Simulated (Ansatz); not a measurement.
Start from Li₂S in the anti-fluorite structure (space group Fm-3m, No. 225; a = 5.6549 Å).

Perturbation: the cell is scaled by 1.0200 in all directions, atoms relaxed at fixed cell.

Level of theory: PBEsol (Ansatz, a program for electronic structure), no spin-orbit coupling.

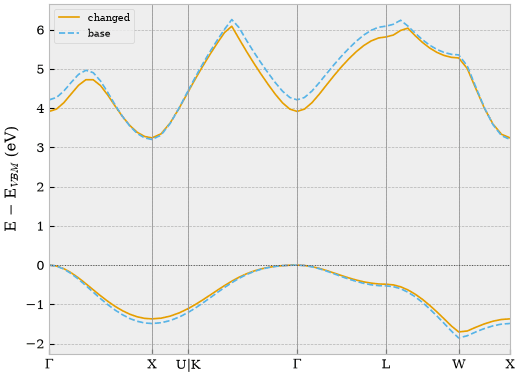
*Highest valence and lowest conduction band along the path, each from its own valence-band maximum*

Q: From the figure, how large is the changed gap, and is it direct?

A: About 3.2 eV, indirect, Γ → X.

The cells carry an imposed strain or load. Whether these cells are dynamically stable was not tested.
